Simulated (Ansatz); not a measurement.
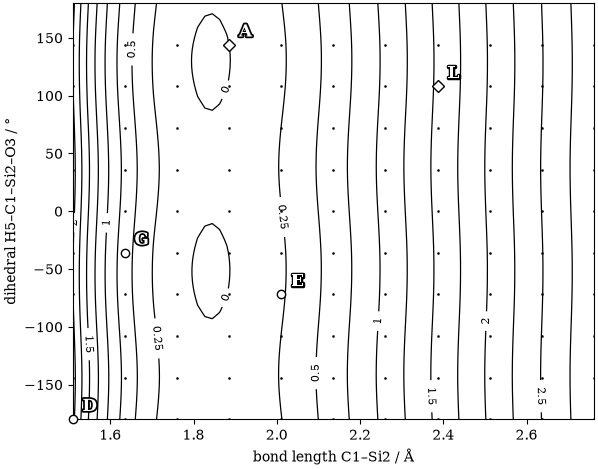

CH₅O₂Si, SMILES [CH2][SiH](O)O, spin multiplicity 2. Coordinates scanned: (1) bond length C1–Si2; (2) dihedral H5–C1–Si2–O3. Nothing is relaxed (all other coordinates rigid). The grid has 11 × 10 points. Points are written as (first, second). All energies are given in eV relative to the lowest grid point. These are results of UKS PBE0-D4/def2-SVP (Ansatz 0.2.0), not measurements.

The picture shows contour lines labelled in eV, dots at the grid points, lettered points. Between grid points the surface is interpolated.

> What kind of point is each of A, E, G, L: minimum, saddle, maximum or slope?

A: minimum; E: on a slope; G: on a slope; L: on a slope. (In these two coordinates alone; a stationary point may lie a little off the grid point.)

> Rank the lettered points by energy, lowest first.

A (0.00 eV), E (0.23 eV), G (0.62 eV), L (1.54 eV), D (2.06 eV).
